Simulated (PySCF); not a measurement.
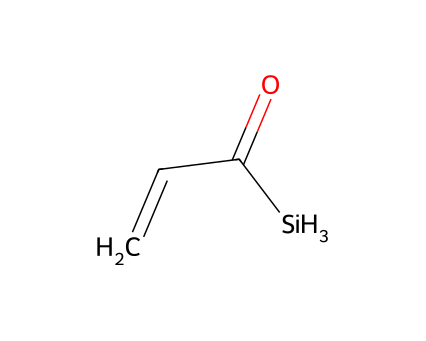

Computed geometry: GFN2-xTB optimisation. No frequency run is at hand to confirm it as a minimum. Properties computed with PBE0/def2-SVPD, gas phase (PySCF 2.14.0). Excitations: vertical, linear response.

Q: What is the HOMO energy (Kohn–Sham orbital)?

A: −7.06 eV.

Q: What is the brightest of the 8 lowest singlets?

A: 5.98 eV.

Q: Give the dipole moment at this level.

A: 3.08 D.

Q: What is the mean static polarisability?

A: 67.8 bohr³.

The geometry is semi-empirical. Around Si such bond lengths and angles can be off by a tenth of an ångström or more and by several degrees, and values that hang on the shape move with them.
